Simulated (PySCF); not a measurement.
SMILES [SiH2]([SiH2]Cl)[Si](Cl)(Cl)Cl (H₄Cl₄Si₃), singlet at its B3LYP/def2-SVP optimised geometry (Å):

```
11

Si     1.2502    -0.3550     0.0000
Cl     0.5826     1.6220     0.0000
Si     0.4106    -1.4223    -1.9273
Si    -1.9210    -1.1799    -2.0431
Cl    -2.7333    -2.4753    -3.4424
Cl    -2.7397    -1.6220    -0.1881
Cl    -2.4559     0.7509    -2.5565
H      0.7558    -1.0311     1.2299
H      2.7397    -0.3550     0.0000
H      0.7076    -2.8851    -1.8630
H      1.0121    -0.8471    -3.1652
```

Level of theory: PySCF with B3LYP/def2-TZVP.

Map of the Laplacian of the electron density (e/bohr⁵) on the plane z = 0.8 Å:

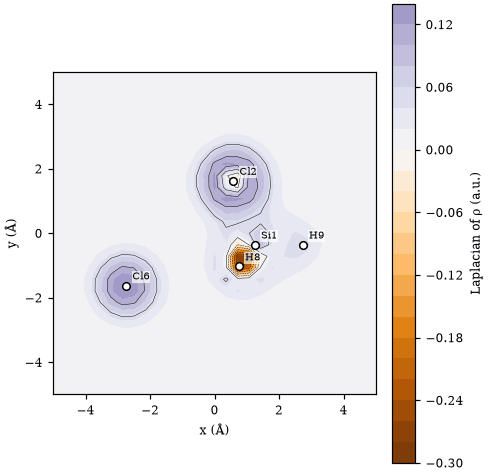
Laplacian of the electron density (e/bohr⁵) on the plane z = 0.8 Å.
